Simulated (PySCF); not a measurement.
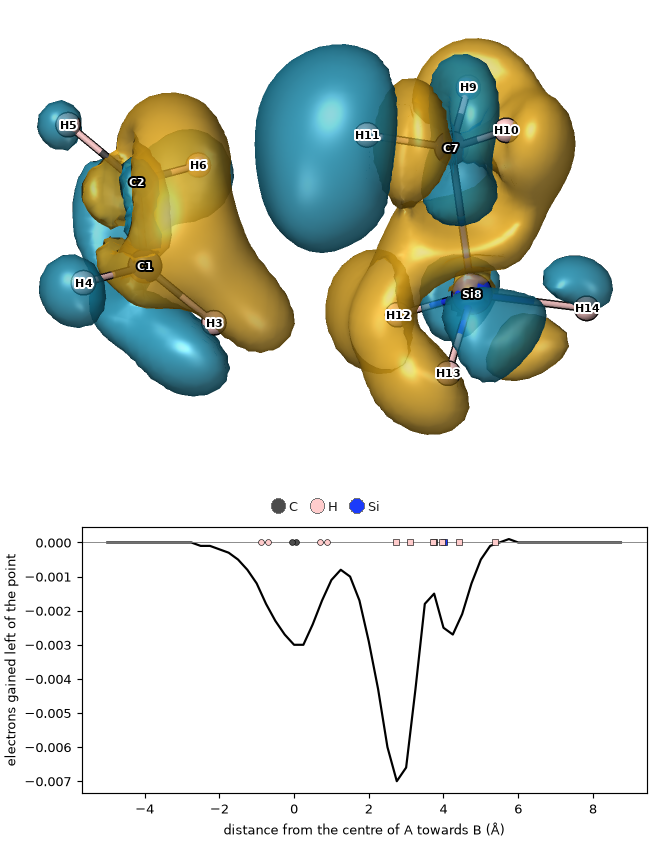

*C3H10Si, SMILES `C=C.C[SiH3]`. Density of the complex less the densities of the two fragments at the same geometry, ±0.0004 e/Å³ (yellow: gain, teal: loss). Fragment A: H4C2 (atoms 1–6); fragment B: SiH6C. Below: the charge-displacement curve along the line of centres (A on the left).*

Computed with PySCF, B3LYP/6-311+G**, geometry: GFN2-xTB.

The calculation's input:

```python
import numpy as np
from pyscf import gto, scf, dft
from pyscf.scf import atom_ks, atom_hf
from scipy.linalg import block_diag
from pyscf.dispersion import dftd3

def solve(mol, dm0=None, hcore=None):
    mf = (dft.UKS if mol.spin else dft.RKS)(mol, xc='b3lyp')
    mf.grids.level = 3
    mf = mf.density_fit(auxbasis='def2-universal-jkfit')
    mf.conv_tol, mf.max_cycle = 1e-8, 80
    if hcore is not None:
        mf.get_hcore = lambda *args: hcore
    mf.kernel(dm0)
    if not mf.converged:
        mf = mf.newton().run(mf.mo_coeff, mf.mo_occ, max_cycle=30)
    assert mf.converged, 'SCF not converged'
    return mf

mol = gto.M(atom='''
C     -2.33963    -0.57132     0.43840
C     -2.51806     0.35126    -0.48358
H     -1.43823    -1.16071     0.48552
H     -3.08484    -0.77980     1.18896
H     -3.41702     0.94413    -0.53407
H     -1.77184     0.55769    -1.23333
C      1.19043     1.24222     0.31618
Si     1.65082    -0.53759    -0.14177
H      1.34336     1.91615    -0.52244
H      1.79677     1.60444     1.14186
H      0.14844     1.31819     0.61447
H      0.82605    -0.99171    -1.26462
H      1.42684    -1.41607     1.00981
H      3.06261    -0.59911    -0.52741
''', basis='6-311+g**', charge=0, spin=0, verbose=4)
mol_a = gto.M(atom='''
C     -2.33963    -0.57132     0.43840
C     -2.51806     0.35126    -0.48358
H     -1.43823    -1.16071     0.48552
H     -3.08484    -0.77980     1.18896
H     -3.41702     0.94413    -0.53407
H     -1.77184     0.55769    -1.23333
ghost-C      1.19043     1.24222     0.31618
ghost-Si     1.65082    -0.53759    -0.14177
ghost-H      1.34336     1.91615    -0.52244
ghost-H      1.79677     1.60444     1.14186
ghost-H      0.14844     1.31819     0.61447
ghost-H      0.82605    -0.99171    -1.26462
ghost-H      1.42684    -1.41607     1.00981
ghost-H      3.06261    -0.59911    -0.52741
''', basis='6-311+g**', charge=0, spin=0, verbose=4)
mol_b = gto.M(atom='''
ghost-C     -2.33963    -0.57132     0.43840
ghost-C     -2.51806     0.35126    -0.48358
ghost-H     -1.43823    -1.16071     0.48552
ghost-H     -3.08484    -0.77980     1.18896
ghost-H     -3.41702     0.94413    -0.53407
ghost-H     -1.77184     0.55769    -1.23333
C      1.19043     1.24222     0.31618
Si     1.65082    -0.53759    -0.14177
H      1.34336     1.91615    -0.52244
H      1.79677     1.60444     1.14186
H      0.14844     1.31819     0.61447
H      0.82605    -0.99171    -1.26462
H      1.42684    -1.41607     1.00981
H      3.06261    -0.59911    -0.52741
''', basis='6-311+g**', charge=0, spin=0, verbose=4)
ab, a, b = solve(mol), solve(mol_a), solve(mol_b)
e_int = ab.e_tot - a.e_tot - b.e_tot
print('counterpoise-corrected interaction energy / kcal/mol', e_int * 627.5095)
def disp(atoms, charge):
    m = gto.M(atom=atoms, charge=charge, basis='sto-3g', spin=None, unit='Bohr', verbose=0)
    return dftd3.DFTD3Dispersion(m, xc='b3lyp', version='d3bj').get_dispersion()['energy']
e_disp = disp(mol._atom, mol.charge) - disp(mol._atom[:6], mol_a.charge) - disp(mol._atom[6:], mol_b.charge)
print('D3(BJ) part / kcal/mol', e_disp * 627.5095)
# spherically averaged free atoms, for the promolecule
atm = atom_ks.get_atm_nrks(mol, xc='b3lyp')
pro = block_diag(*[(atm[a[0]][2] * atm[a[0]][3]) @ atm[a[0]][2].T for a in mol._atom])
np.savez('result.npz', e_int=e_int, e_disp=e_disp, dm_a=a.make_rdm1(), dm_b=b.make_rdm1(), c=ab.mo_coeff, occ=ab.mo_occ, eps=ab.mo_energy, pro=pro, d=[f.dip_moment(verbose=0) for f in (ab, a, b)])
```

Run with:

```sh
OMP_NUM_THREADS=1 python input.py
```

The run took 51 s on 1 thread of Arm Neoverse V2, on a shared host, peak memory 0.7 GiB.

Partitions, critical points and surface values were worked out afterwards from this run's density.

Q: Which way does charge flow?

A: Hirshfeld charges show almost no net transfer (under 0.005 e). 0.02 e is displaced in all, which induces a dipole of 0.09 D.

Q: What is the interaction energy, and which contacts carry it?

A: The counterpoise-corrected interaction energy of the frozen fragments is +0.7 kcal/mol without dispersion correction and −1.6 kcal/mol with D3(BJ). The pair geometry is semi-empirical, not a minimum at this level. Contacts: C2···H11, C–H···C contact, 3.04 Å, ρ = 0.004 a.u.; H3···H12, H···H contact, 2.87 Å, ρ = 0.004 a.u.; H6···H12, H···H contact, 3.02 Å, ρ = 0.002 a.u. The pose is a local one from a semi-empirical search, not shown to be the most stable.
